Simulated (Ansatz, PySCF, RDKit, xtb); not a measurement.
# Isomers of C3H3FN2S, a sample narrowed down, part 2 of 2

A sample of isomers of C3H3FN2S is drawn. Aim: find which of them has the lowest free energy at 298.15 K, then its properties. The sample is small against all isomers, and the most stable one of this formula need not be in it.

xtb, Ansatz and PySCF; isolated molecules. Earlier steps stand in the parts before.

### 11 c755a at CCSD(T)/def2-SVP

Contents of input.yaml:

```yaml
crystal:
  periodic: [false, false, false]
  atoms:
    - {symbol: C, position_ang: [0.770043, 0.804511, -2.238456]}
    - {symbol: C, position_ang: [1.652698, -0.245322, -0.527753]}
    - {symbol: C, position_ang: [1.596385, 1.032458, -1.156582]}
    - {symbol: F, position_ang: [0.352116, 1.627547, -3.187961]}
    - {symbol: "N", position_ang: [0.393625, -0.498283, -2.216451]}
    - {symbol: "N", position_ang: [0.928427, -1.154472, -1.171673]}
    - {symbol: S, position_ang: [2.399395, 2.522487, -0.650517]}
    - {symbol: H, position_ang: [-0.211146, -0.974448, -2.875350]}
    - {symbol: H, position_ang: [2.201706, -0.517721, 0.372912]}
    - {symbol: H, position_ang: [1.913477, 3.280145, -1.659545]}
basis:
  gaussian: {orbitals: def2-SVP}
correlation: {method: ccsd_t, frozen_orbitals: {F: 1, H: 0, C: 1, S: 5, "N": 1}}
```

Command:

```sh
$ ansatz run input.yaml --threads 2 --pin off --max-ram 5220MiB --events-out events.jsonl --progress --plain --runs-dir runs
```

Standard output, shortened:

```text
Warning: RAYON_NUM_THREADS=2 ignored (pool sized by the plan → 2); use --threads N
Functional definition: HF
  name "HF"
[...]
1170 factors; integrals over basis functions are off by at most 1.2e-3 eV
[...]
mean field -19613.55041541 eV, -720.7846832244 hartree, gradient 9.0e-7 eV, S^2 0.000000; 0 other end points of the search recorded, 0 dependent functions left out
11 core orbitals not correlated: weight in the atoms' cores, before any rotation towards them, 1.000 or more for the frozen orbitals, at most 0.000 for the correlated occupied ones
reference -19613.55041541 eV, -720.7846832244 hartree; 19, 19 occupied and 87, 87 virtual orbitals, 1170 factors
second order -28.00093782 eV of doubles, -0.00000000 eV of singles
cycle   1  -27.90736908 eV  change    9.4e-2 eV  update   1.3e-1
[...]
cycle   9  -28.82791945 eV  change   -3.6e-5 eV  update   4.4e-5
perturbative correction -1.08447077 eV, -0.0398535656 hartree
Total energy: -19643.46280563 eV, -721.8839432895 hartree
```

It took 22 s on 2 threads of Arm Neoverse V2, shared host; peak memory 0.68 GiB.

For c733a the log finds that unrestricted Hartree-Fock orbitals lie lower, a sign to watch the closed-shell reference there.

### 12 The ranking

Energies in kcal/mol from c124a; G adds the thermal terms to the CCSD(T)/def2-SVP + MP2/def2-TZVPP - MP2/def2-SVP energy. The columns left of the relaxed level are at the tight-binding geometries.

| label | SMILES | spin | GFN2-xTB | HF/STO-3G | r2SCAN-D4/def2-SVP | B3LYP-D3(BJ)/def2-SVP | HF/def2-SVP | MP2/def2-SVP | CCSD(T)/def2-SVP + MP2/def2-TZVPP - MP2/def2-SVP | G | share at equilibrium | T1 |
| --- | --- | --- | --- | --- | --- | --- | --- | --- | --- | --- | --- | --- |
| c124a | Fc1n[nH]cc1S | singlet | 0.0 | 0.0 | 0.0 | 0.0 | 0.0 | 0.0 | 0.0 | 0.0 | 100.0 % | 0.013 |
| c755a | Fc1[nH]ncc1S | singlet | 0.5 | 0.3 | 3.1 | 4.9 | 7.1 | 5.4 | 5.5 | 5.3 | < 0.1 % | 0.012 |
| c614a | Fc1ccn(S)n1 | singlet | 3.0 | 6.0 | 16.4 | 13.2 | 14.0 | 14.5 | 12.5 | 11.8 | < 0.1 % | 0.013 |
| c588a | Fc1ccnn1S | singlet | 5.6 | 6.3 | 19.6 | 16.7 | 18.0 | 18.1 | 16.4 | 15.9 | < 0.1 % | 0.013 |
| c733a | Fc1cnn(S)c1 | singlet | 5.3 | 9.4 | 21.9 | 18.7 | 21.5 | 20.1 | 18.2 | 17.4 | < 0.1 % | 0.013 |

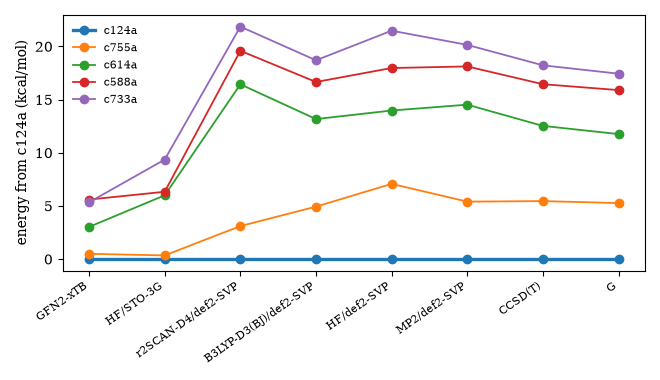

The finalists at each level, measured from c124a.

Lowest found: c124a, `Fc1n[nH]cc1S`, a singlet. Bond lengths: C1–C3 1.422 Å, C2–C3 1.391 Å, C1–F4 1.320 Å, C1–N5 1.315 Å, C2–N6 1.354 Å, N5–N6 1.348 Å, C3–S7 1.765 Å, N6–H8 1.013 Å, C2–H9 1.088 Å, S7–H10 1.356 Å. Some angles: C1–C3–C2 103.0°, C1–C3–S7 128.9°, C2–C3–S7 127.9°, C3–C1–F4 125.9°, C3–C1–N5 113.3°, F4–C1–N5 120.8°, C3–C2–N6 106.4°, C1–N5–N6 103.8°, C2–N6–N5 113.5°, C3–C2–H9 130.6°.

```xyz
10

C     0.0370    0.7575   -1.4041
C     2.0750   -0.0398   -1.6412
C     1.4021    1.0870   -1.1810
F    -0.9991    1.5279   -1.1315
N    -0.1299   -0.4266   -1.9505
N     1.1257   -0.9002   -2.0803
S     2.0835    2.5101   -0.3895
H     1.2620   -1.8235   -2.4731
H     3.1386   -0.2649   -1.6730
H     1.8810    3.3880   -1.4027
```

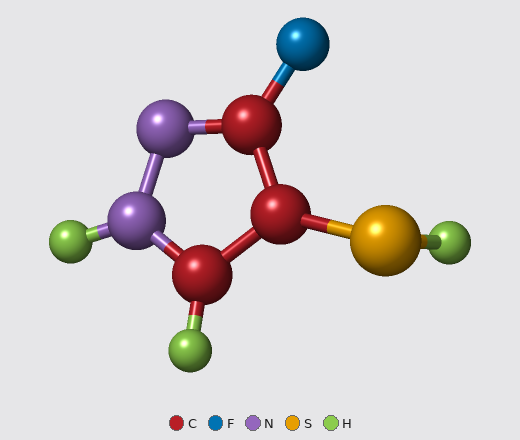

The lowest structure found, seen from a chosen angle (carbon red, fluorine blue, nitrogen purple, sulfur amber, hydrogen green).

### 13 Density, orbitals and dipole (PBE0/def2-SVPD)

Contents of input.yaml:

```yaml
crystal:
  periodic: [false, false, false]
  atoms:
    - {symbol: C, position_ang: [0.037017, 0.757454, -1.404134]}
    - {symbol: C, position_ang: [2.075008, -0.039753, -1.641189]}
    - {symbol: C, position_ang: [1.402108, 1.087015, -1.181009]}
    - {symbol: F, position_ang: [-0.999058, 1.527926, -1.131450]}
    - {symbol: "N", position_ang: [-0.129860, -0.426565, -1.950456]}
    - {symbol: N, position_ang: [1.125725, -0.900157, -2.080340]}
    - {symbol: S, position_ang: [2.083494, 2.510103, -0.389531]}
    - {symbol: H, position_ang: [1.261952, -1.823485, -2.473071]}
    - {symbol: H, position_ang: [3.138639, -0.264857, -1.673007]}
    - {symbol: H, position_ang: [1.880982, 3.387988, -1.402697]}
basis:
  gaussian:
    orbitals: def2-SVPD
hamiltonian:
  xc: {name: PBE0}
output: {forces: true, orbitals: {seedname: orbitals}}
```

Command:

```sh
$ ansatz run input.yaml --threads 2 --pin off --max-ram 5220MiB --events-out events.jsonl --progress --plain --runs-dir runs
```

Standard output, shortened:

```text
Warning: RAYON_NUM_THREADS=2 ignored (pool sized by the plan → 2); use --threads N
Functional definition: PBE0
  name "PBE0"
[...]
1509 factors; their error is unknown
[...]
mean field -19668.51569701 eV, -722.8046200662 hartree, gradient 3.1e-5 eV, S^2 0.000000; 0 other end points of the search recorded, 0 dependent functions left out
[...]
reference -19668.51574059 eV, -722.8046216679 hartree; 30, 30 occupied and 144, 144 virtual orbitals, 1509 factors
Total energy: -19668.51574059 eV, -722.8046216679 hartree
Atom 0 at     0.037017     0.757454    -1.404134 Å, force     0.121433    -0.153593    -0.089692 eV/Å
Atom 1 at     2.075008    -0.039753    -1.641189 Å, force    -0.404073    -0.031605    -0.047243 eV/Å
Atom 2 at     1.402108     1.087015    -1.181009 Å, force    -0.078015    -0.046039     0.018651 eV/Å
Atom 3 at    -0.999058     1.527926    -1.131450 Å, force     0.199533    -0.186251    -0.059195 eV/Å
Atom 4 at    -0.129860    -0.426565    -1.950456 Å, force     0.421724     0.148936     0.102801 eV/Å
Atom 5 at     1.125725    -0.900157    -2.080340 Å, force    -0.098012     0.282563     0.122778 eV/Å
Atom 6 at     2.083494     2.510103    -0.389531 Å, force    -0.088959    -0.138174    -0.167756 eV/Å
Atom 7 at     1.261952    -1.823485    -2.473071 Å, force    -0.041426     0.170488     0.067966 eV/Å
Atom 8 at     3.138639    -0.264857    -1.673007 Å, force    -0.055587    -0.005171    -0.003665 eV/Å
Atom 9 at     1.880982     3.387988    -1.402697 Å, force     0.023381    -0.041155     0.055354 eV/Å
Dipole moment:     0.589133    -0.372167    -0.302701 e Å
```

Wall time 7.2 s (2 threads of Arm Neoverse V2, shared host); peak memory 0.49 GiB.

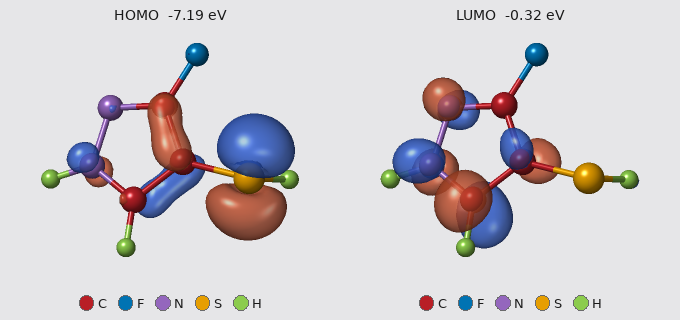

Frontier orbitals of this run, surfaces at ±0.2 Å^-3/2.

### 14 Electronic excitations (TD-PBE0/def2-SVPD)

An in-house driver calls PySCF's response routines at TD-PBE0/def2-SVPD; it has no typed input.

Standard output:

```text
coarse grid: 9952 points
cycle   1  E = -722.6874079535  dE =  1.328e+00  |g| = 4.522e-01  |ddm| = 5.939e+00
cycle   2  E = -722.6655352120  dE =  2.187e-02  |g| = 5.986e-01  |ddm| = 1.358e+00
cycle   3  E = -722.7307642968  dE = -6.523e-02  |g| = 6.849e-02  |ddm| = 7.051e-01
cycle   4  E = -722.7314544839  dE = -6.902e-04  |g| = 3.211e-02  |ddm| = 1.259e-01
cycle   5  E = -722.7316847137  dE = -2.302e-04  |g| = 1.016e-02  |ddm| = 7.196e-02
cycle   6  E = -722.7317100227  dE = -2.531e-05  |g| = 2.789e-03  |ddm| = 2.850e-02
cycle   7  E = -722.7317117321  dE = -1.709e-06  |g| = 1.068e-03  |ddm| = 8.395e-03
final grid: 95080 points
cycle   8  E = -722.8046406584  dE = -1.998e-05  |g| = 7.714e-03  |ddm| = 9.278e-02
cycle   9  E = -722.8046276241  dE =  1.303e-05  |g| = 1.093e-02  |ddm| = 3.067e-02
cycle  10  E = -722.8046549156  dE = -2.729e-05  |g| = 1.016e-03  |ddm| = 1.767e-02
cycle  11  E = -722.8046551153  dE = -1.997e-07  |g| = 2.542e-04  |ddm| = 1.548e-03
cycle  12  E = -722.8046551262  dE = -1.087e-08  |g| = 1.146e-04  |ddm| = 6.784e-04
cycle  13  E = -722.8046551291  dE = -2.892e-09  |g| = 4.397e-05  |ddm| = 3.071e-04
cycle  14  E = -722.8046551295  dE = -4.534e-10  |g| = 5.629e-06  |ddm| = 7.852e-05
converged SCF energy = -722.8046551295

Static polarisability (au): isotropic 68.430, principal 46.992 70.297 87.999

Singlet excitations
state   eV       nm        f      main configurations
  1   5.5923    221.7   0.02119   H->L 0.68, H->L+1 0.21
  2   5.9327    209.0   0.01619   H->L+1 0.66, H->L 0.23
  3   6.2687    197.8   0.01298   H->L+2 0.79, H->L+3 0.12
  4   6.4792    191.4   0.04441   H-1->L 0.56, H-2->L 0.23
  5   6.7016    185.0   0.01377   H-2->L+1 0.45, H->L+3 0.15, H-2->L 0.10
  6   6.8707    180.5   0.03763   H->L+3 0.42, H-1->L+1 0.15, H-2->L+1 0.10
  7   6.8888    180.0   0.03296   H-1->L+1 0.32, H-1->L+2 0.31, H-2->L 0.20
  8   6.9796    177.6   0.03272   H-1->L+2 0.41, H-2->L 0.20, H->L+4 0.11

Triplet excitations (Tamm-Dancoff, eV): 4.6074 4.9274 5.3100
```

Run time: 14 s. Hardware: 2 threads of Arm Neoverse V2, shared host; peak memory 0.71 GiB.

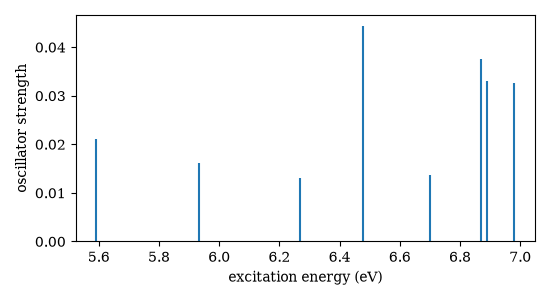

Vertical excitations as sticks.

The roots found:

| excited state | energy (eV) | strength |
| --- | --- | --- |
| 1 | 5.592 | 0.0212 |
| 2 | 5.933 | 0.0162 |
| 3 | 6.269 | 0.0130 |
| 4 | 6.479 | 0.0444 |
| 5 | 6.702 | 0.0138 |
| 6 | 6.871 | 0.0376 |
| 7 | 6.889 | 0.0330 |
| 8 | 6.980 | 0.0327 |

### 15 NMR shieldings (GIAO PBE0/pcSseg-1)

An in-house driver calls PySCF's response routines at GIAO PBE0/pcSseg-1; it has no typed input.

Standard output:

```text
coarse grid: 9952 points
cycle   1  E = -722.9965790883  dE =  1.385e+00  |g| = 4.831e-01  |ddm| = 3.261e+00
cycle   2  E = -722.9743650726  dE =  2.221e-02  |g| = 6.385e-01  |ddm| = 9.274e-01
cycle   3  E = -723.0427741977  dE = -6.841e-02  |g| = 6.839e-02  |ddm| = 4.897e-01
cycle   4  E = -723.0434482789  dE = -6.741e-04  |g| = 3.088e-02  |ddm| = 6.783e-02
cycle   5  E = -723.0436460694  dE = -1.978e-04  |g| = 1.030e-02  |ddm| = 3.575e-02
cycle   6  E = -723.0436708410  dE = -2.477e-05  |g| = 2.945e-03  |ddm| = 1.246e-02
cycle   7  E = -723.0436725543  dE = -1.713e-06  |g| = 1.068e-03  |ddm| = 3.581e-03
final grid: 95080 points
cycle   8  E = -723.0897667273  dE = -2.425e-05  |g| = 7.759e-03  |ddm| = 2.773e-02
cycle   9  E = -723.0897552796  dE =  1.145e-05  |g| = 1.085e-02  |ddm| = 1.878e-02
cycle  10  E = -723.0897801854  dE = -2.491e-05  |g| = 1.083e-03  |ddm| = 1.104e-02
cycle  11  E = -723.0897803821  dE = -1.968e-07  |g| = 2.641e-04  |ddm| = 1.139e-03
cycle  12  E = -723.0897803917  dE = -9.608e-09  |g| = 1.385e-04  |ddm| = 3.449e-04
cycle  13  E = -723.0897803959  dE = -4.175e-09  |g| = 4.055e-05  |ddm| = 1.524e-04
cycle  14  E = -723.0897803963  dE = -3.758e-10  |g| = 3.858e-06  |ddm| = 3.631e-05
converged SCF energy = -723.0897803963

GIAO shielding tensors (ppm)
atom      isotropic    diamagn.    paramagn.     s11        s22        s33       span
  0 C       11.428     246.128    -234.699    -63.855     34.957     63.183    127.038
  1 C       44.943     248.332    -203.389    -29.965     38.623    126.172    156.138
  2 C       88.791     265.947    -177.157     33.129     88.638    144.604    111.475
  3 F      307.986     473.304    -165.318    197.810    319.378    406.771    208.961
  4 N      -40.953     324.700    -365.653   -259.851    -31.335    168.327    428.179
  5 N       65.470     325.089    -259.619    -35.351     85.601    146.160    181.511
  6 S      634.632    1053.034    -418.401    479.848    579.900    844.150    364.302
  7 H       22.943      30.433      -7.491     17.098     22.839     28.891     11.793
  8 H       23.913      28.783      -4.870     21.257     24.565     25.917      4.660
  9 H       28.359      26.509       1.850     20.440     25.875     38.763     18.323
```

Wall time 7.5 s (2 threads of Arm Neoverse V2, shared host); peak memory 0.74 GiB.

Isotropic shieldings, averaged over atoms that the bond graph makes equivalent (absolute, not shifts):

| atoms | shielding (ppm) |
| --- | --- |
| C1 | 11.4 |
| C2 | 44.9 |
| C3 | 88.8 |
| F4 | 308.0 |
| N5 | -41.0 |
| N6 | 65.5 |
| S7 | 634.6 |
| H8 | 22.94 |
| H9 | 23.91 |
| H10 | 28.36 |

### 16 The cation at the same geometry (PBE0/def2-SVPD)

Contents of input.yaml:

```yaml
crystal:
  periodic: [false, false, false]
  atoms:
    - symbol: C
      position_ang: [0.037017, 0.757454, -1.404134]
    - symbol: C
      position_ang: [2.075008, -0.039753, -1.641189]
    - symbol: C
      position_ang: [1.402108, 1.087015, -1.181009]
    - symbol: F
      position_ang: [-0.999058, 1.527926, -1.131450]
    - symbol: "N"
      position_ang: [-0.129860, -0.426565, -1.950456]
    - symbol: "N"
      position_ang: [1.125725, -0.900157, -2.080340]
    - symbol: S
      position_ang: [2.083494, 2.510103, -0.389531]
    - symbol: H
      position_ang: [1.261952, -1.823485, -2.473071]
    - symbol: H
      position_ang: [3.138639, -0.264857, -1.673007]
    - symbol: H
      position_ang: [1.880982, 3.387988, -1.402697]
basis:
  gaussian:
    orbitals: def2-SVPD
total_charge: 1
magnetization:
  spin_polarized: true
  initial_magnetization: 1
hamiltonian:
  xc: pbe0
```

Command:

```sh
$ ansatz run input.yaml --threads 2 --pin off --max-ram 5220MiB --events-out events.jsonl --progress --plain --runs-dir runs
```

Standard output:

```text
Warning: RAYON_NUM_THREADS=2 ignored (pool sized by the plan → 2); use --threads N
[... 2 set-up lines as earlier in the session ...]
  parameter a = 0.25
  parameter kappa = 0.804
  parameter beta = 0.06672455060314922
  exchange = (1 - a)*pbe_x(kappa = kappa, mu = beta*pi^2/3) + a*exact_x
  correlation = pbe_c(beta = beta)
1509 factors; their error is unknown
mean field evaluation 1: about -19648.4854 eV, gradient 4.6e1 eV
mean field evaluation 2: about -19576.4906 eV, gradient 1.1e2 eV
mean field evaluation 4: about -19658.2272 eV, gradient 1.4e1 eV
mean field evaluation 8: about -19659.1716 eV, gradient 8.3e-1 eV
mean field evaluation 16: about -19659.2662 eV, gradient 5.6e-2 eV
mean field evaluation 32: about -19659.2664 eV, gradient 3.4e-5 eV
mean field -19659.26643749 eV, -722.4647160483 hartree, gradient 2.0e-5 eV, S^2 0.757557; 4 other end points of the search recorded, 0 dependent functions left out
reference -19659.26648711 eV, -722.4647178719 hartree; 30, 29 occupied and 144, 145 virtual orbitals, 1509 factors
Total energy: -19659.26648711 eV, -722.4647178719 hartree
```

Run time: 20 s. Hardware: 2 threads of Arm Neoverse V2, shared host; peak memory 0.64 GiB.

Difference from the parent: 9.25 eV.

### 17 The anion at the same geometry (PBE0/def2-SVPD)

Contents of input.yaml:

```yaml
crystal:
  periodic: [false, false, false]
  atoms:
    - {symbol: C, position_ang: [0.037017, 0.757454, -1.404134]}
    - {symbol: C, position_ang: [2.075008, -0.039753, -1.641189]}
    - {symbol: C, position_ang: [1.402108, 1.087015, -1.181009]}
    - {symbol: F, position_ang: [-0.999058, 1.527926, -1.131450]}
    - {symbol: N, position_ang: [-0.129860, -0.426565, -1.950456]}
    - {symbol: N, position_ang: [1.125725, -0.900157, -2.080340]}
    - {symbol: S, position_ang: [2.083494, 2.510103, -0.389531]}
    - {symbol: H, position_ang: [1.261952, -1.823485, -2.473071]}
    - {symbol: H, position_ang: [3.138639, -0.264857, -1.673007]}
    - {symbol: H, position_ang: [1.880982, 3.387988, -1.402697]}
basis:
  gaussian: {orbitals: def2-SVPD}
magnetization: {spin_polarized: true, initial_magnetization: 1}
total_charge: -1
scf: {lower_state_search: "off"}
hamiltonian: {xc: pbe0}
```

Command:

```sh
$ ansatz run input.yaml --threads 2 --pin off --max-ram 5220MiB --events-out events.jsonl --progress --plain --runs-dir runs
```

Standard output, shortened:

```text
Warning: RAYON_NUM_THREADS=2 ignored (pool sized by the plan → 2); use --threads N
[... 2 set-up lines as earlier in the session ...]
[...]
1509 factors; their error is unknown
[...]
mean field -19667.24803304 eV, -722.7580342748 hartree, gradient 6.1e-6 eV, S^2 0.753154; 0 other end points of the search recorded, 0 dependent functions left out
reference -19667.24807064 eV, -722.7580356563 hartree; 31, 30 occupied and 143, 144 virtual orbitals, 1509 factors
Total energy: -19667.24807064 eV, -722.7580356563 hartree
Checks for a lower state left out: stability, starts, cluster_reference, orbital_swaps, neighbouring_geometries, increment
```

Wall time 16 s (2 threads of Arm Neoverse V2, shared host); peak memory 0.63 GiB.

Parent less the species with the added electron: -1.27 eV. In this basis the extra electron isn't bound at this geometry, so the number hangs on the basis; a diffuse state bound by the dipole can't be described by it.

### 18 The triplet at the same geometry (PBE0/def2-SVPD)

Contents of input.yaml:

```yaml
crystal:
  periodic: [false, false, false]
  atoms:
    - {symbol: C, position_ang: [0.037017, 0.757454, -1.404134]}
    - {symbol: C, position_ang: [2.075008, -0.039753, -1.641189]}
    - {symbol: C, position_ang: [1.402108, 1.087015, -1.181009]}
    - {symbol: F, position_ang: [-0.999058, 1.527926, -1.131450]}
    - {symbol: "N", position_ang: [-0.129860, -0.426565, -1.950456]}
    - {symbol: "N", position_ang: [1.125725, -0.900157, -2.080340]}
    - {symbol: S, position_ang: [2.083494, 2.510103, -0.389531]}
    - {symbol: H, position_ang: [1.261952, -1.823485, -2.473071]}
    - {symbol: H, position_ang: [3.138639, -0.264857, -1.673007]}
    - {symbol: H, position_ang: [1.880982, 3.387988, -1.402697]}
basis:
  gaussian:
    orbitals: def2-SVPD
total_charge: 0
magnetization:
  spin_polarized: true
  initial_magnetization: 2
hamiltonian:
  xc: {name: PBE0}
```

Command:

```sh
$ ansatz run input.yaml --threads 2 --pin off --max-ram 5220MiB --events-out events.jsonl --progress --plain --runs-dir runs
```

Standard output, shortened:

```text
Warning: RAYON_NUM_THREADS=2 ignored (pool sized by the plan → 2); use --threads N
[... 7 set-up lines as earlier in the session ...]
1509 factors; their error is unknown
mean field evaluation 1: about -19653.6712 eV, gradient 4.1e1 eV
mean field evaluation 2: about -19565.1293 eV, gradient 1.2e2 eV
mean field evaluation 4: about -19659.2835 eV, gradient 2.7e1 eV
mean field evaluation 8: about -19663.7713 eV, gradient 8.1e-1 eV
mean field evaluation 16: about -19663.7926 eV, gradient 1.2e-1 eV
mean field evaluation 32: about -19663.8346 eV, gradient 2.5e-1 eV
mean field -19663.87226249 eV, -722.6339769951 hartree, gradient 7.9e-6 eV, S^2 2.040195; 4 other end points of the search recorded, 0 dependent functions left out
reference -19663.87230629 eV, -722.6339786047 hartree; 31, 29 occupied and 143, 145 virtual orbitals, 1509 factors
Total energy: -19663.87230629 eV, -722.6339786047 hartree
```

It took 31 s on 2 threads of Arm Neoverse V2, shared host; peak memory 0.93 GiB.

It lies 4.64 eV above the singlet.

### 19 Outcome

This closing draws on all 2 parts.

```
                                           quantity                                                                                                               value
                             lowest structure found                                                                                               Fc1n[nH]cc1S, singlet
                                      next finalist                                                                     Fc1[nH]ncc1S, singlet, 5.3 kcal/mol higher in G
          share at equilibrium, among the finalists                                                                                                             100.0 %
                                             funnel  5 starts, 5 minima at GFN2-xTB from these starts (8 with those found later), 8 screening runs, 5 relaxed, 5 ranked
                               CPU time of all runs                                                                                                              18 min
                     dipole moment (PBE0/def2-SVPD)                                                                                                              3.65 D
                       HOMO energy (PBE0/def2-SVPD)                                                                                                            -7.19 eV
                       LUMO energy (PBE0/def2-SVPD)                                                                                                            -0.32 eV
                     HOMO–LUMO gap (PBE0/def2-SVPD)                                                                                                             6.87 eV
              lowest excitation (TD-PBE0/def2-SVPD)                                                                                                 5.59 eV (f = 0.021)
       strongest of the states computed, same level                                                                                                 6.48 eV (f = 0.044)
lowest triplet excitation, same level, Tamm-Dancoff                                                                                                             4.61 eV
                         vertical ionisation energy                                                                                                             9.25 eV
                         vertical electron affinity                                                                  -1.27 eV (unbound: the value depends on the basis)
                      vertical triplet less singlet                                                                                                            +4.64 eV
```

**Reading.** The search ends on `Fc1n[nH]cc1S`. Among the finalists first place is clear (5.3 kcal/mol); structures outside the list aren't covered. GFN2-xTB, HF/STO-3G, r2SCAN-D4/def2-SVP, B3LYP-D3(BJ)/def2-SVP, HF/def2-SVP and MP2/def2-SVP already put its bonding pattern lowest among the structures in one piece. The largest share of the time went into the relaxations (48 % of the CPU time that the search's summary counts). Lowest found is not proven lowest: the search is finite, and each finalist counts with one conformer. Only 5 drawn patterns were tried, so whole families of isomers are missing, and the result ranks this sample alone. The lowest isomer need not be the one that is made and kept in a bottle, which depends on barriers.
